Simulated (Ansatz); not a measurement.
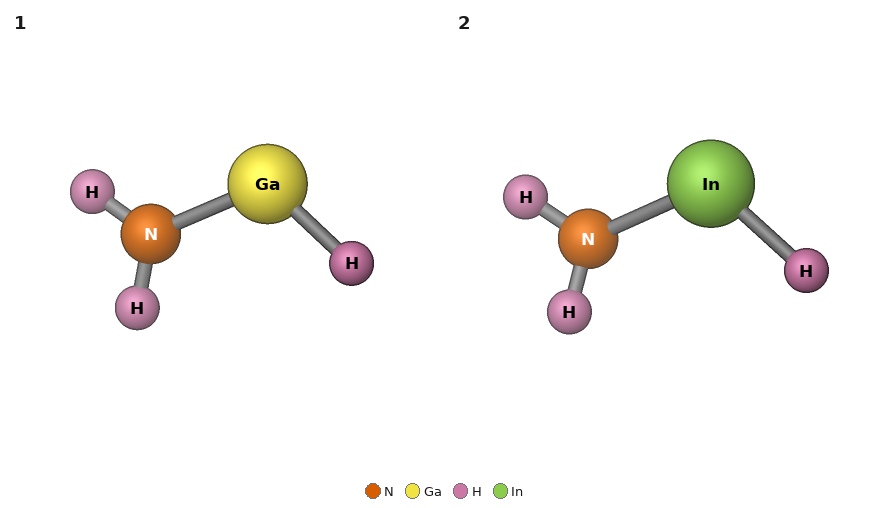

2 molecules with one skeleton, seen from the same side and at one scale. State: neutral, doublet. Computed geometries: PBE0-D4/def2-TZVP optimisations, one conformation each. Properties computed with Ansatz 0.2.0. Elements past Kr carry core potentials.

One atom differs, called X below: Ga in panel 1, In in panel 2. Their formulas are GaH3N (`[NH2][GaH]`), H3InN (`[NH2][InH]`).

In which is the length of X–H larger (PBE0-D4/def2-TZVP)?

In panel 2 (X = In).

In which is the harmonic zero-point energy higher (PBE0-D4/def2-TZVP)?

In panel 1 (X = Ga).

Give the values. With PBE0-D4/def2-TZVP: length of X–H (Å), length of X–N (Å), angle N–X–H (°), harmonic zero-point energy (kJ/mol). With B3LYP-D4/def2-TZVPP: dipole moment (D).

| quantity | 1 (Ga) | 2 (In) | 2 − 1 |
| --- | --- | --- | --- |
| length of X–H (Å) | 1.594 | 1.761 | +0.167 |
| length of X–N (Å) | 1.825 | 2.036 | +0.211 |
| angle N–X–H (°) | 116.9 | 116.4 | −0.5 |
| dipole moment (D) | 0.97 | 0.90 | −0.07 |
| harmonic zero-point energy (kJ/mol) | 79.4 | 75.9 | −3.5 |
